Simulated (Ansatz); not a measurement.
**O2 (oxygen): levels of theory compared**

We compute a comparison of 3 runs (UHF/STO-3G, UB2PLYP/STO-3G, UPBE0/STO-3G) of O2 (oxygen). 

Program for the calculation: Ansatz 0.2.0.

39 further runs of the same task are left out: 15 that didn't finish, 24 set aside as unsound or not needed.

## 1. The molecule

The species is O2 (2 atoms), meant as a triplet with charge 0. SMILES: `O=O`. The O2–O1 distance was set to 3.025 Å, away from the relaxed value.

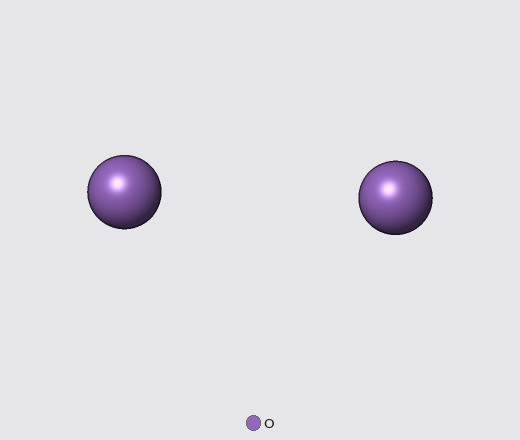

The structure, seen from a chosen angle (oxygen purple).

## 2. The energy at UHF/STO-3G (run 1)

File job.yaml:

```yaml
crystal:
  periodic: [false, false, false]
  atoms:
    - {symbol: O, position_ang: [2.067715, -0.668958, 1.064997]}
    - {symbol: O, position_ang: [-0.516930, 0.167240, -0.266250]}
basis:
  gaussian:
    orbitals: STO-3G
magnetization:
  spin_polarized: true
  initial_magnetization: 2
hamiltonian:
  xc: hf
accuracy: high
```

Command:

```console
$ ansatz run job.yaml --threads 1 --pin off --max-ram 2610MiB --events-out events.jsonl --progress --plain --runs-dir runs
```

Output:

```text
Warning: RAYON_NUM_THREADS=1 ignored (pool sized by the plan → 1); use --threads N
Functional definition: HF
  name "HF"
  exchange = exact_x
  correlation = 0
141 factors; integrals over basis functions are off by at most 4.0e-9 eV
mean field evaluation 1: about -3998.5312 eV, gradient 7.9e-1 eV
mean field evaluation 2: about -3998.5311 eV, gradient 7.8e-1 eV
mean field evaluation 4: about -3998.5375 eV, gradient 1.9e-4 eV
mean field evaluation 8: about -3998.5375 eV, gradient 2.4e-6 eV
mean field evaluation 16: about -3999.8168 eV, gradient 8.1e0 eV
mean field evaluation 32: about -4015.3403 eV, gradient 8.1e-4 eV
mean field evaluation 64: about -4015.3401 eV, gradient 1.4e-3 eV
mean field evaluation 96: about -3998.5375 eV, gradient 5.3e-4 eV
mean field evaluation 128: about -4015.3394 eV, gradient 6.9e-3 eV
mean field evaluation 160: about -4015.3399 eV, gradient 1.2e-2 eV
mean field evaluation 192: about -4015.3364 eV, gradient 7.9e-3 eV
mean field evaluation 224: about -4015.3394 eV, gradient 1.4e-3 eV
mean field evaluation 256: about -4015.3357 eV, gradient 1.6e-1 eV
mean field evaluation 288: about -4015.3401 eV, gradient 2.6e-8 eV
mean field -4015.34007638 eV, -147.5610261117 hartree, gradient 1.3e-8 eV, S^2 2.999997; 14 other end points of the search recorded, 0 dependent functions left out
reference -4015.34007638 eV, -147.5610261117 hartree; 9, 7 occupied and 1, 3 virtual orbitals, 141 factors
Total energy: -4015.34007638 eV, -147.5610261117 hartree
```

Run time: 0.43 s. Hardware: 1 thread of Arm Neoverse V1, shared host.

## 3. The energy at UB2PLYP/STO-3G (run 2)

File run.yaml:

```yaml
crystal:
  periodic: [false, false, false]
  atoms:
    - {symbol: O, position_ang: [2.067715, -0.668958, 1.064997]}
    - {symbol: O, position_ang: [-0.516930, 0.167240, -0.266250]}
basis:
  gaussian: {orbitals: STO-3G}
magnetization: {spin_polarized: true, initial_magnetization: 2}
hamiltonian: {xc: {name: B2PLYP}}
correlation: {frozen_orbitals: {O: 1}}
accuracy: high
```

Command:

```console
$ ansatz run run.yaml --threads 1 --pin off --max-ram 2610MiB --events-out events.jsonl --progress --plain --runs-dir runs
```

Output (excerpt; [...] marks lines left out):

```text
Warning: RAYON_NUM_THREADS=1 ignored (pool sized by the plan → 1); use --threads N
Functional definition: B2PLYP
  name "B2PLYP"
[...]
141 factors; integrals over basis functions are off by at most 4.0e-9 eV
[...]
mean field -4024.48702546 eV, -147.8971702904 hartree, gradient 2.4e-8 eV, S^2 2.999989; 20 other end points of the search recorded, 0 dependent functions left out
2 core orbitals not correlated: weight in the atoms' cores, before any rotation towards them, 1.000 or more for the frozen orbitals, at most 0.000 for the correlated occupied ones
reference -4024.48703574 eV, -147.8971706682 hartree; 7, 5 occupied and 1, 3 virtual orbitals, 141 factors
second order -0.06265565 eV of doubles, -0.00000000 eV of singles
Total energy: -4024.50395276 eV, -147.8977923574 hartree
```

It took 37 s on 1 thread of Arm Neoverse V1, shared host; peak memory 0.091 GiB.

## 4. The energy at UPBE0/STO-3G (run 3)

File input.yaml:

```yaml
crystal:
  periodic: [false, false, false]
  atoms:
    - symbol: O
      position_ang: [2.067715, -0.668958, 1.064997]
    - symbol: O
      position_ang: [-0.516930, 0.167240, -0.266250]
basis:
  gaussian: {orbitals: STO-3G}
total_charge: 0
magnetization: {spin_polarized: true, initial_magnetization: 2}
hamiltonian: {xc: {name: PBE0}}
accuracy: high
```

Command:

```console
$ ansatz run input.yaml --threads 1 --pin off --max-ram 2610MiB --events-out events.jsonl --progress --plain --runs-dir runs
```

Output (excerpt; [...] marks lines left out):

```text
Warning: RAYON_NUM_THREADS=1 ignored (pool sized by the plan → 1); use --threads N
Functional definition: PBE0
  name "PBE0"
[...]
141 factors; integrals over basis functions are off by at most 4.0e-9 eV
[...]
mean field -4025.08700043 eV, -147.9192189638 hartree, gradient 2.4e-10 eV, S^2 2.999983; 18 other end points of the search recorded, 0 dependent functions left out
reference -4025.08700099 eV, -147.9192189845 hartree; 9, 7 occupied and 1, 3 virtual orbitals, 141 factors
Total energy: -4025.08700099 eV, -147.9192189845 hartree
```

Run time: 26 s. Hardware: 1 thread of Arm Neoverse V1, shared host; peak memory 0.089 GiB.

## 5. Overview of the runs

```
run           level  frozen core orbitals  energy (Eh)   ⟨S²⟩  wall time
  1      UHF/STO-3G                     –  -147.561026  3.000     0.43 s
  2  UB2PLYP/STO-3G                     2  -147.897792  3.000       37 s
  3    UPBE0/STO-3G                     –  -147.919219  3.000       26 s
```

## 6. Outcome

```
           quantity          value
run 3: total energy  -147.91922 Eh
        run 3: ⟨S²⟩          3.000
```

**Reading.** Totals of different functionals can't be ranked against each other. In runs 1, 2, 3 the basis is minimal, so the values are rough. Spin contamination of the reference: run 1 ⟨S²⟩ = 3.00, run 2 ⟨S²⟩ = 3.00, run 3 ⟨S²⟩ = 3.00. Where it is this large, the reference is a mixture of spin states, and values that rest on it are in doubt. All runs together took 63 s, the longest 37 s.
